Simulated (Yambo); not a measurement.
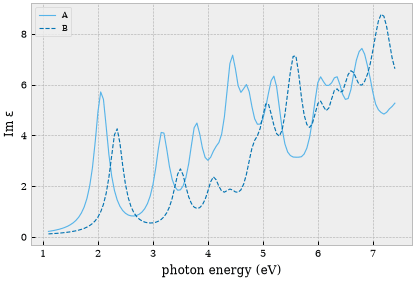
*Two computed absorption spectra of AgI (wurtzite, space group P6_3mc, No. 186) under isotropic strain of -1.5 % on all lattice vectors (Yambo, PBEsol bands with the same scissor, field along x)*

Axes are Cartesian, with cell vectors (Å) (4.49, 0.00, 0.00), (-2.24, 3.89, 0.00), (0.00, 0.00, 7.33).

Which curve includes the electron-hole attraction (BSE)?

Curve A: the attraction moves weight to lower energy (centre of the plotted range 5.0 eV against 5.5 eV). Settings: 6×6×2 mesh, 16 valence and 5 conduction bands, static screening with 78 bands and a 4 Ry block, scissor 1.11 eV, Tamm-Dancoff. The scissor comes from a G0W0 run whose convergence isn't established. Broadening 0.15 eV. The band window holds all transitions up to 7.4 eV. On this mesh the peak heights and the fine structure are mesh artefacts; only the shift of weight is robust.

Spin-orbit coupling is not included.

Geometry strained from the cell relaxed with PBEsol, atoms relaxed again; primitive cell a = b = 4.488 Å, c = 7.333 Å, α = β = 90.00°, γ = 120.00°.
